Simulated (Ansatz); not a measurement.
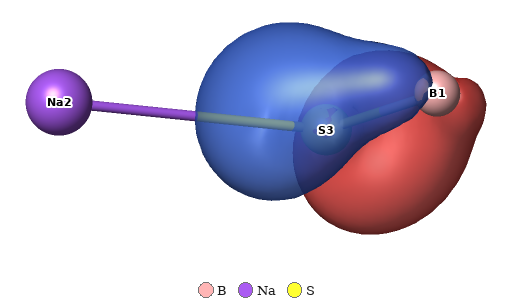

Figure 1: BNaS (SMILES B#[S][Na]) (triplet). The HOMO−1 (β) at ±0.2 Å⁻³ᐟ² (blue and red are the two phases), seen from one side.

Geometry: PBE0-D3(BJ)/def2-SVP.

Method: isolated molecule in a Gaussian basis; Kohn-Sham density functional theory, functional PBE0 in Ansatz 0.2.0.

The calculation's input:

```
crystal:
  periodic: [false, false, false]
  atoms:
    - symbol: B
      position_ang: [-3.764199, 2.451776, -2.539733]
    - symbol: Na
      position_ang: [-2.914870, 2.121646, 1.217823]
    - symbol: S
      position_ang: [-3.823020, 1.286956, -1.374992]
basis:
  gaussian:
    orbitals: def2-TZVPD
magnetization:
  spin_polarized: true
  initial_magnetization: 2
hamiltonian:
  xc: pbe0
output: {forces: true, orbitals: {seedname: orbitals}}
```

Command:

```sh
ansatz run input.yaml --threads 1 --pin off --max-ram 2610MiB --events-out events.jsonl --progress --plain --runs-dir runs
```

**Describe this orbital and give its energy.**

By Hirshfeld shares it lies mainly on S3 (about 75 %) and B1 (about 20 %); it is symmetric in the molecular plane (an in-plane orbital: σ, lone-pair or in-plane π type). Its energy is −8.31 eV.
